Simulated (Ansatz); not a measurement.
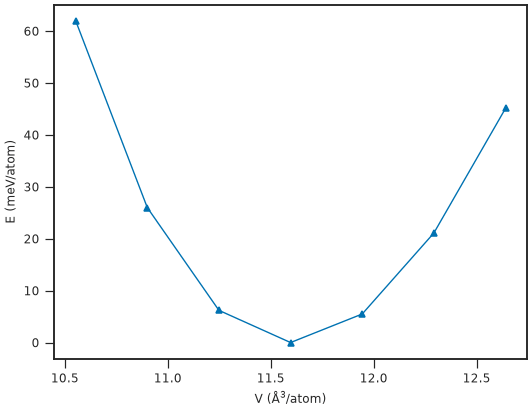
Fig. 1. AlCo (CsCl type, space group No. 221) under volume change, DFT-PBE in the program Ansatz with PAW potentials, scaled uniformly.

Problem. What does a third-order Birch–Murnaghan fit give for V₀, B₀ and B′?

Solution. V₀ = 11.60 Å³/atom, B₀ = 179 GPa, B′ = 4.3.

Space group Pm-3m (CsCl type). The cell was relaxed with PBE under the symmetry of its start. The workflow began spin-polarised and lost its moments. The cell computed holds one magnetic atom, so no antiferromagnetic order was within reach.

Potentials: the earlier of the program's two PAW sets.
